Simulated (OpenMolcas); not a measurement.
## Energy and gradient calculation of C$_{3}$H$_{4}$O (part 1 of 3)

System: C$_{3}$H$_{4}$O.
Method: B3LYP/6-31G*, RKS (OpenMolcas 26.06).

The geometry comes from this level: PBE0-D4/def2-TZVP.

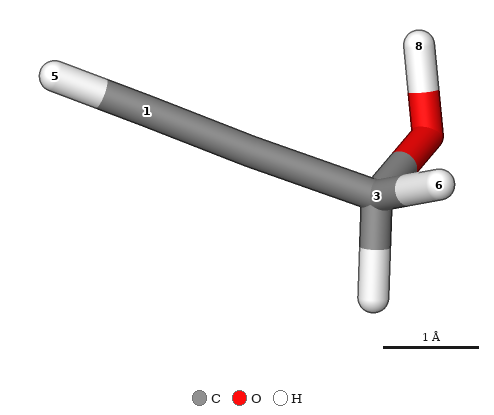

*The structure (stick view, seen at a tilt; atoms are numbered from 1 in the order of the input).*

Bond lengths as drawn: C–C 1.20 to 1.46 Å, C–H 1.06 to 1.10 Å, C–O 1.41 Å and H–O 0.96 Å.

Input
```
&gateway
  baslib = $CurrDir
  coord = coord.xyz
  basis = 6-31Gs
  group = NoSym

&seward
  gridinput
  Grid=UltraFine
  End of Grid

&scf
  ksdft = B3LYP
  thresholds = 1e-10 1e-07 1e-07 1e-05
  prorbitals = 1

&alaska
```

File coord.xyz
```
8

C     -0.636000     1.383820    -1.088110
C     -0.111980     0.626580    -0.318250
C      0.516910    -0.328850     0.585990
O     -0.281560    -1.461500     0.847500
H     -1.103180     2.063540    -1.761060
H      1.495600    -0.613620     0.175390
H      0.700350     0.146860     1.552640
H     -0.580130    -1.816820     0.005890
```

Machine: 1 thread of Arm Neoverse V1, 24 GiB of memory available, shared host.

Launched with:
```bash
export MOLCAS_MEM=1860
pymolcas mol.inp > mol.log
```

Log
```
--- Start Module: gateway ---

                                              &GATEWAY

                       available to each process: 1.9 GB of memory, 1 thread

 Basis Set     1 Label: C.6-31GS
 Basis set is read from library:.
 basistype.tbl is not found

 Basis Set     2 Label: O.6-31GS
 Basis set is read from library:.
 basistype.tbl is not found

 Basis Set     3 Label: H.6-31GS
 Basis set is read from library:.
 basistype.tbl is not found

++    Symmetry information:
      ---------------------

                    Character Table for C1

                             E
                    a        1  x, y, xy, Rz, z, xz, Ry, yz, Rx, I
--

++    Basis set information:
      ----------------------

      Basis set label: C.6-31GS.........

      Electronic valence basis set:
      ------------------
      Associated Effective Charge   6.000000 au
      Associated Actual Charge      6.000000 au
      Nuclear Model: Point charge

      Shell  nPrim  nBasis  Cartesian Spherical Contaminant
         s      10       3        X
         p       4       2        X
         d       1       1        X

      Basis set label: O.6-31GS.........

      Electronic valence basis set:
      ------------------
      Associated Effective Charge   8.000000 au
      Associated Actual Charge      8.000000 au
      Nuclear Model: Point charge

      Shell  nPrim  nBasis  Cartesian Spherical Contaminant
         s      10       3        X
         p       4       2        X
         d       1       1        X

      Basis set label: H.6-31GS.........

      Electronic valence basis set:
      ------------------
      Associated Effective Charge   1.000000 au
      Associated Actual Charge      1.000000 au
      Nuclear Model: Point charge

      Shell  nPrim  nBasis  Cartesian Spherical Contaminant
         s       4       2        X
--

++    Molecular structure info:
      -------------------------

                    ************************************************
                    **** Cartesian Coordinates / bohr, angstrom ****
                    ************************************************

     Center  Label                x              y              z                     x              y              z
        1      C1              -1.201866       2.615041      -2.056230             -0.636000       1.383820      -1.088110
        2      C2              -0.211612       1.184065      -0.601405             -0.111980       0.626580      -0.318250
        3      C3               0.976818      -0.621436       1.107361              0.516910      -0.328850       0.585990
        4      O4              -0.532071      -2.761835       1.601543             -0.281560      -1.461500       0.847500
        5      H5              -2.084708       3.899525      -3.327921             -1.103180       2.063540      -1.761060
        6      H6               2.826274      -1.159574       0.331439              1.495600      -0.613620       0.175390
        7      H7               1.323470       0.277525       2.934064              0.700350       0.146860       1.552640
        8      H8              -1.096287      -3.433292       0.011130             -0.580130      -1.816820       0.005890

                    ***************************************
                    *    InterNuclear Distances / bohr    *
                    ***************************************

               1 C1            2 C2            3 C3            4 O4            5 H5            6 H6
    1 C1       0.000000
    2 C2       2.268218        0.000000
    3 C3       5.022923        2.755373        0.000000
    4 O4       6.537486        4.530540        2.665008        0.000000
    5 H5       2.011594        4.279732        7.034470        8.431134        0.000000
    6 H6       6.014532        3.948619        2.076568        3.931779        7.943749        0.000000
    7 H7       6.061711        3.959524        2.065223        3.802151        7.996688        3.331266
    8 H8       6.392766        4.741079        3.661423        1.816206        8.117663        4.545204

               7 H7            8 H8
    7 H7       0.000000
    8 H8       5.307441        0.000000

                    *******************************************
                    *    InterNuclear Distances / angstrom    *
                    *******************************************

               1 C1            2 C2            3 C3            4 O4            5 H5            6 H6
    1 C1       0.000000
    2 C2       1.200289        0.000000
    3 C3       2.658016        1.458081        0.000000
    4 O4       3.459488        2.397459        1.410262        0.000000
    5 H5       1.064490        2.264737        3.722481        4.461564        0.000000
    6 H6       3.182753        2.089519        1.098872        2.080608        4.203651        0.000000
    7 H7       3.207719        2.095290        1.092869        2.012012        4.231665        1.762830
    8 H8       3.382906        2.508871        1.937542        0.961095        4.295682        2.405218

               7 H7            8 H8
    7 H7       0.000000
    8 H8       2.808577        0.000000

                    **************************************
                    *    Valence Bond Angles / degree    *
                    **************************************
                          Atom centers                 Phi
                      2 C2       1 C1       5 H5       179.30
                      1 C1       2 C2       3 C3       178.12
                      2 C2       3 C3       4 O4       113.40
                      2 C2       3 C3       6 H6       108.80
                      2 C2       3 C3       7 H7       109.62
                      4 O4       3 C3       6 H6       111.43
                      4 O4       3 C3       7 H7       106.30
                      6 H6       3 C3       7 H7       107.09
                      3 C3       4 O4       8 H8       108.09

           ***************************************************************
           *              Valence Dihedral Angles / degree               *
           ***************************************************************
                    Atom centers                       Phi1     Phi2     Theta
           3 C3       2 C2       1 C1       5 H5        178.12   179.30   157.91
           1 C1       2 C2       3 C3       4 O4        178.12   113.40   -52.23
           1 C1       2 C2       3 C3       6 H6        178.12   108.80    72.37
           1 C1       2 C2       3 C3       7 H7        178.12   109.62  -170.84
           2 C2       3 C3       4 O4       8 H8        113.40   108.09    50.23
           6 H6       3 C3       4 O4       8 H8        111.43   108.09   -72.93
           7 H7       3 C3       4 O4       8 H8        106.30   108.09   170.74
--

            Nuclear Potential Energy            102.52472055 au

--- Stop Module: gateway /rc=_RC_ALL_IS_WELL_ ---

--- Start Module: seward ---

                                              &SEWARD

                       available to each process: 1.9 GB of memory, 1 thread

               SEWARD will generate:
                  Multipole Moment integrals up to order  2
                  Kinetic Energy integrals
                  Nuclear Attraction integrals (point charge)
                  One-Electron Hamiltonian integrals
                  Velocity integrals
                  Orbital angular momentum around ( -0.2280  -0.1153   0.1243 )
                  Velocity quadrupole around ( -0.2280  -0.1153   0.1243 )
                  Two-Electron Repulsion integrals

                   Integrals are discarded if absolute value <: 1.00E-14
                   Integral cutoff threshold is set to       <: 1.00E-16

            Nuclear Potential Energy            102.52472055 au

      Basis set specifications :
      Symmetry species         a
      Basis functions           68

--- Stop Module: seward /rc=_RC_ALL_IS_WELL_ ---
--- Module seward spent 1 second ---

--- Start Module: scf ---

                                                &SCF

                       available to each process: 1.9 GB of memory, 1 thread

 ###############################################################################
 ###     Minimized-density-differences option turned off!                    ###
 ###############################################################################
++    Input section:
      --------------

      Header of the integral files:

      Cartesian coordinates in angstrom:
      -----------------------------------------------------
      No.  Label        X            Y            Z
      -----------------------------------------------------
       1   C1        -0.63600000   1.38382000  -1.08811000
       2   C2        -0.11198000   0.62658000  -0.31825000
       3   C3         0.51691000  -0.32885000   0.58599000
       4   O4        -0.28156000  -1.46150000   0.84750000
       5   H5        -1.10318000   2.06354000  -1.76106000
       6   H6         1.49560000  -0.61362000   0.17539000
       7   H7         0.70035000   0.14686000   1.55264000
       8   H8        -0.58013000  -1.81682000   0.00589000
      -----------------------------------------------------
      Nuclear repulsion energy =  102.52472055
--

++    Orbital specifications:
      -----------------------

      Symmetry species               1
                                     a
      Frozen orbitals                0
      Occupied orbitals             15
      Secondary orbitals            53
      Deleted orbitals               0
      Total number of orbitals      68
      Number of basis functions     68
--

      Molecular charge                           0.000

      Numerical integration parameters
      --------------------------------
      Radial quadrature type:                         MHL
      Size of radial grid:                            99
      Lebedev angular grid:                           41
      Angular grid pruned with the crowding factor:  1.00E+10
                                 and fading factor:  1.00E+01
      Screening threshold for integral computation:   1.00E-11
      Radial quadrature accuracy:                     1.00E-25
      Maximum batch size:                             128
      AO values are stored on disk
      The same grid will be used for all iterations.

      DFT functional specifications
      -----------------------------
      Using Libxc version: 6.2.2
      Please cite the following reference:
      S. Lehtola, C. Steigemann, M. J.T. Oliveira, and M. A.L. Marques.,  SoftwareX 7, 1–5 (2018) doi:10.1016/j.softx.2017.11.002

      * B3LYP

++    Optimization specifications:
      ----------------------------

      SCF Algorithm: Conventional
      D(i)-D(i-1) density differences are used
      Number of density matrices in core                 5
      Maximum number of NDDO SCF iterations            400
      Maximum number of HF SCF iterations              400
      Threshold for SCF energy change             1.00E-10
      Threshold for density matrix                1.00E-07
      Threshold for Fock matrix                   1.00E-07
      Threshold for linear dependence             1.00E-09
      Threshold at which DIIS is turned on        1.50E-01
      Maximum depth in the DIIS procedure                5
      Maximum depth in the BFGS Hessian update          30
      Threshold at which QNR/C2DIIS is turned on  7.50E-02
      Threshold for Norm(delta) (QNR/C2DIIS)      1.00E-05
      All orbitals punched on: SCFORB
--

      Input vectors read from INPORB
      Orbital file label: *Guess orbitals

++ Convergence information
                                   B3LYP      iterations: Energy and convergence statistics

Iter     Tot. B3LYP      One-elec.       Two-elec.     Energy      Max Dij or  Max Fij      DNorm      TNorm      AccCon     Time
         Energy          Energy          Energy        Change      Delta Norm                                                in Sec.
   1  -191.443075057  -479.379299545   185.411503936   0.00E+00    2.82E-01*   1.30E-01*    5.96E+00   1.78E+02   None         2.
   2  -191.518288654  -487.152045467   193.109036261  -7.52E-02*   2.38E-01*   7.20E-02*    3.05E+00   1.83E+02   EDIIS        1.
   3  -191.727794128  -483.244940633   188.992425954  -2.10E-01*   2.90E-01*   6.61E-02*    1.51E+00   1.80E+02   EDIIS        1.
   4  -191.759653679  -483.821755916   189.537381686  -3.19E-02*   7.51E-02*   4.05E-02*    1.05E+00   1.81E+02   EDIIS        1.
   5  -191.839190854  -483.705036574   189.341125168  -7.95E-02*   4.91E-02*   2.11E-02*    4.33E-01   1.81E+02   c2DIIS       1.
   6  -191.838885124  -484.031106707   189.667501032   3.06E-04*   1.40E-01*   2.48E-02*    4.30E-01   1.81E+02   QNRc2DIIS    1.
   7  -191.820138167  -483.234671730   188.889813012   1.87E-02*   8.68E-02*   3.97E-02*    6.77E-01   1.81E+02   QNRc2DIIS    1.
   8  -191.851828730  -483.826420726   189.449871445  -3.17E-02*   8.41E-03*   4.66E-03*    4.47E-01   1.81E+02   QNRc2DIIS    1.
   9  -191.852005165  -483.823759851   189.447034135  -1.76E-04*   2.16E-03*   9.43E-04*    2.93E-02   1.81E+02   QNRc2DIIS    1.
  10  -191.852020516  -483.792225081   189.415484014  -1.54E-05*   2.27E-04*   2.73E-04*    1.40E-02   1.81E+02   QNRc2DIIS    1.
  11  -191.852021339  -483.791721131   189.414979241  -8.23E-07*   1.38E-03*   2.39E-04*    2.04E-03   1.81E+02   QNRc2DIIS    1.
  12  -191.852023570  -483.789907172   189.413163051  -2.23E-06*   9.07E-05*   4.42E-05*    1.19E-02   1.81E+02   QNRc2DIIS    1.
  13  -191.852023594  -483.788866967   189.412122821  -2.46E-08*   1.38E-05*   2.90E-06*    4.97E-04   1.81E+02   QNRc2DIIS    1.
  14  -191.852023595  -483.788964717   189.412220571  -2.58E-10*   3.95E-06    1.10E-06*    8.39E-05   1.81E+02   QNRc2DIIS    1.
  15  -191.852023595  -483.788943636   189.412199490  -3.23E-11    8.98E-07    2.40E-07*    2.41E-05   1.81E+02   QNRc2DIIS    1.
  16  -191.852023595  -483.788945462   189.412201316  -1.36E-12    1.68E-07    6.57E-08     4.40E-06   1.81E+02   QNRc2DIIS    1.

       Convergence after  16 Iterations
--
```
